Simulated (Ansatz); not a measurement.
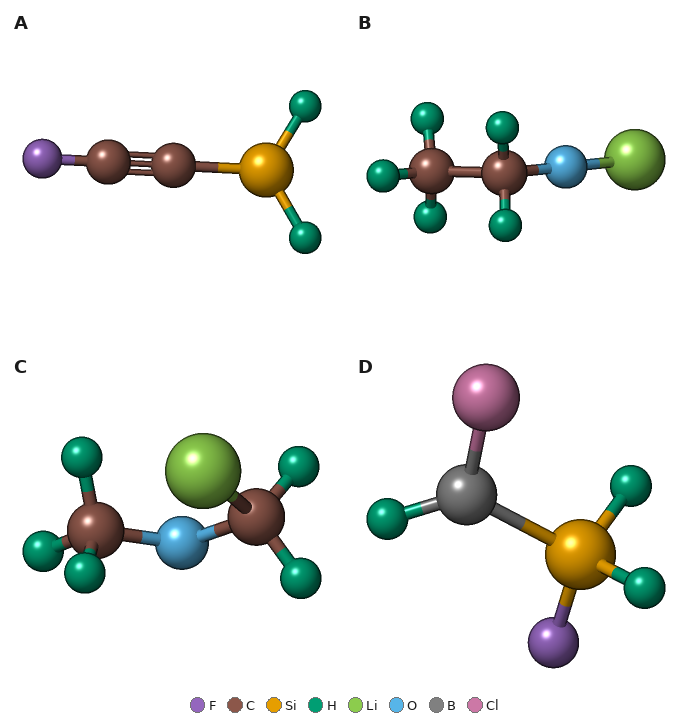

The picture comes from a calculation with Ansatz.

Which panel belongs to which SMILES?
(1) [Li][CH2]OC
(2) [Li][O]CC
(3) FC#C[SiH2+]
(4) F[SiH2]BCl

Answer. A is (3), B is (2), C is (1), D is (4).
